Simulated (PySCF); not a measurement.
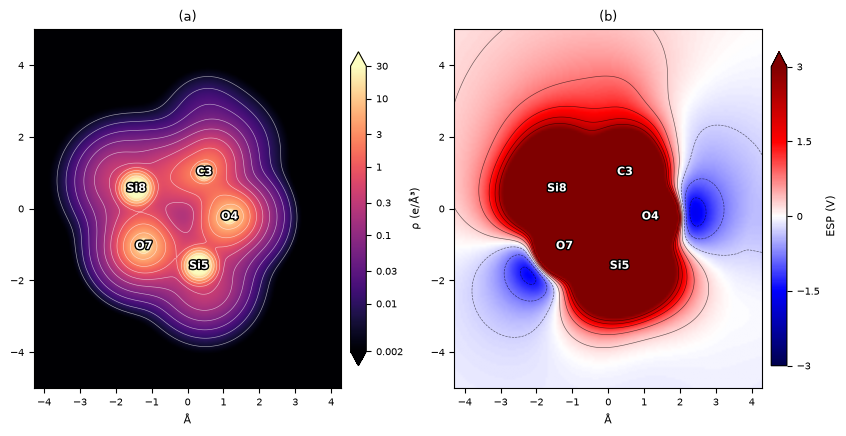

Figure 1: C$_{3}$H$_{7}$FO$_{2}$Si$_{2}$. (a) electron density; (b) electrostatic potential on the plane of atoms Si5, O7 and Si8.

Geometry: GFN2-xTB.

Theory: PySCF 2.14.0, PBE0/pcSseg-1, SCF density, gas phase, non-relativistic.

```yaml
atoms:
  - { symbol: C, position_ang: [2.1689, 0.4362, -0.5722] }
  - { symbol: C, position_ang: [1.5375, -0.6472, -0.1582] }
  - { symbol: C, position_ang: [0.0682, -0.8803, -0.2646] }
  - { symbol: O, position_ang: [-0.5450, 0.0230, -1.1816] }
  - { symbol: Si, position_ang: [-1.6843, 1.0203, -0.6407] }
  - { symbol: F, position_ang: [-1.1968, 2.5402, -0.7076] }
  - { symbol: O, position_ang: [-1.7975, 0.6020, 0.9373] }
  - { symbol: Si, position_ang: [-0.8274, -0.6029, 1.4415] }
  - { symbol: H, position_ang: [1.6415, 1.2356, -1.0638] }
  - { symbol: H, position_ang: [3.2315, 0.5558, -0.4506] }
  - { symbol: H, position_ang: [2.0657, -1.4538, 0.3343] }
  - { symbol: H, position_ang: [-0.1040, -1.8902, -0.6554] }
  - { symbol: H, position_ang: [-2.9552, 0.8755, -1.2935] }
  - { symbol: H, position_ang: [-1.6738, -1.7341, 1.7959] }
  - { symbol: H, position_ang: [0.0662, -0.0723, 2.4574] }
```

Question: Describe what can be read from this map.

Answer:
- Atoms in the plane: C, O and Si.
- C–O (1.43 Å): ρ at the midpoint is about 1.9 e/Å³, with its minimum of 1.6 e/Å³ about 0.5 Å from C.
- Si–O (1.61 Å): ρ at the midpoint is about 1.3 e/Å³.
- C–Si (1.95 Å): the density is about 0.9 e/Å³ at the midpoint.
- Outside the dense part of the molecule the potential is most negative (−1.6 V) near O4.
